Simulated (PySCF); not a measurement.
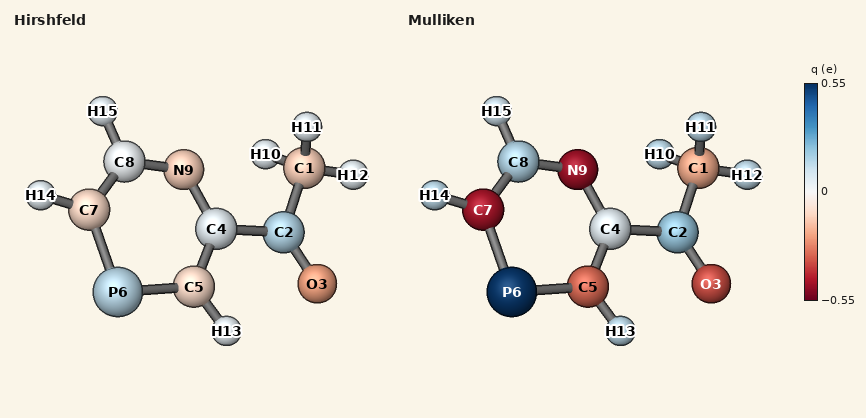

Atomic charges of one calculation by 2 schemes, on one colour scale. The computed structure is the end point of a GFN2-xTB optimisation. No frequency run is at hand to confirm it as a minimum. Level of theory: PBE0/pcSseg-1 (PySCF 2.14.0).

### Which scheme gives the most polar picture (largest mean size of the charges)?

The Mulliken charges are the largest in size here.

### On which atom do the schemes disagree most?

On P6 (from 0.15 to 0.53 e).

List the charges (e), one line for each set of equivalent atoms.

```tsv
atom	Hirshfeld	Mulliken
C1	−0.13	−0.20
C2	0.16	0.20
O3	−0.22	−0.35
C4	0.05	0.06
C5	−0.10	−0.31
P6	0.15	0.53
C7	−0.10	−0.45
C8	0.02	0.16
N9	−0.13	−0.46
H10, H11	0.05	0.14
H12	0.05	0.14
H13	0.05	0.15
H14	0.05	0.15
H15	0.05	0.11
```

The geometry is semi-empirical. Around P such bond lengths and angles can be off by a tenth of an ångström or more and by several degrees, and values that hang on the shape move with them.
